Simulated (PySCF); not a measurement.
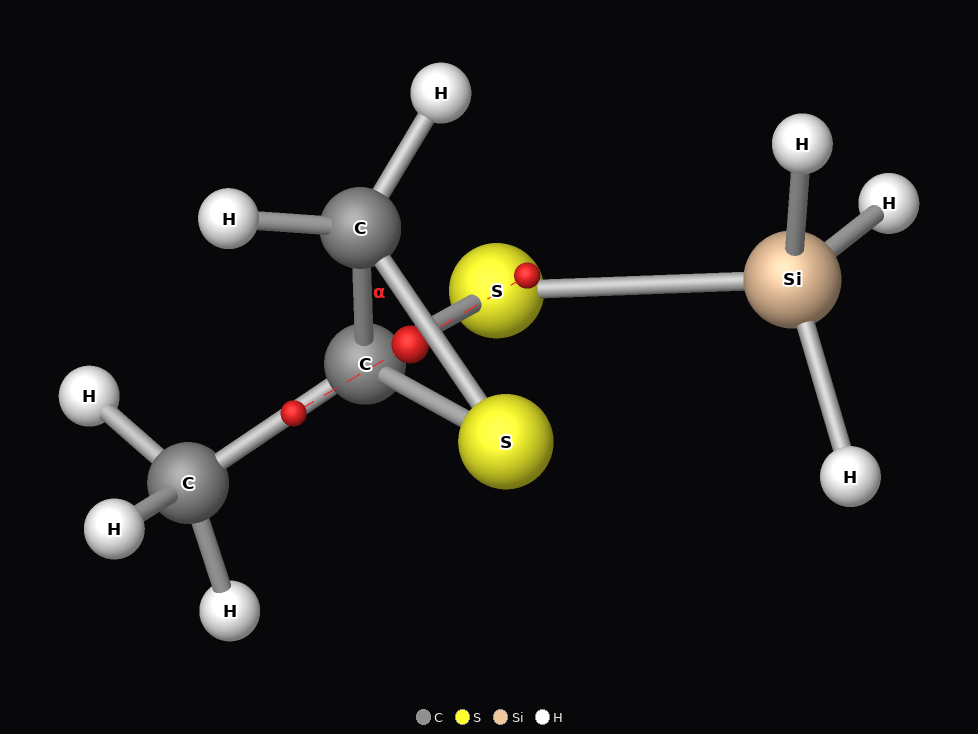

The small points mark where nucleus-independent chemical shifts (NICS) were computed: at the centre of each lettered ring and 1 Å above and below it. The geometry was computed by an optimisation with GFN2-xTB. No frequency run is at hand to confirm it as a minimum. Level of theory: GIAO PBE0/pcSseg-1 NMR shielding, non-relativistic, gas phase (PySCF 2.14.0).

Give NICS(0), NICS(1) and the out-of-plane component NICS(1)zz for each ring (means of the two sides).

```tsv
ring	members	NICS(0)	NICS(1)	NICS(1)zz
α	C2S	−47.2	−8.3	−23.3
```

Values in ppm.

The geometry is semi-empirical. Around Si such bond lengths and angles can be off by a tenth of an ångström or more and by several degrees, and values that hang on the shape move with them.
